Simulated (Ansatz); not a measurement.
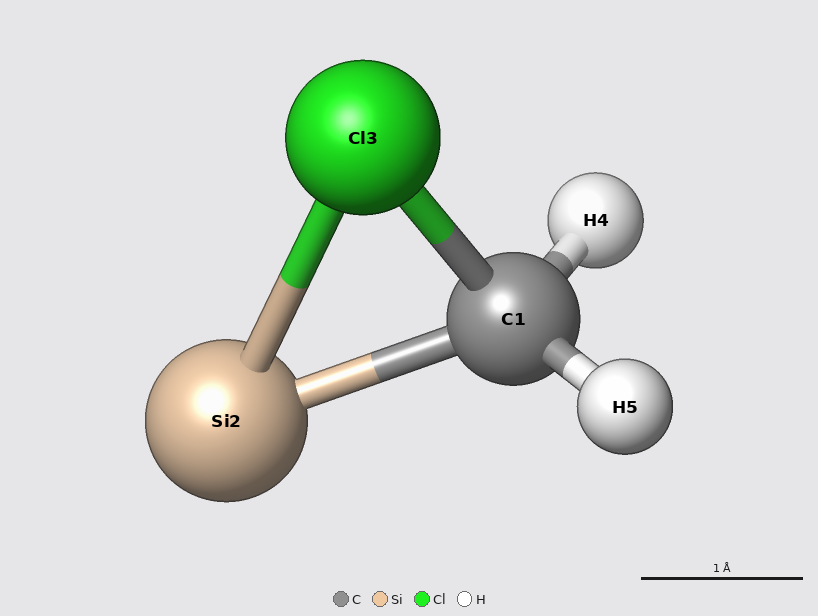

State: neutral, doublet. The geometry was computed by an optimisation with PBE0-D4/def2-TZVP. No frequency run is at hand to confirm it as a minimum.

Which bond is the longest?

Answer. Si2–Cl3, 2.397 Å.
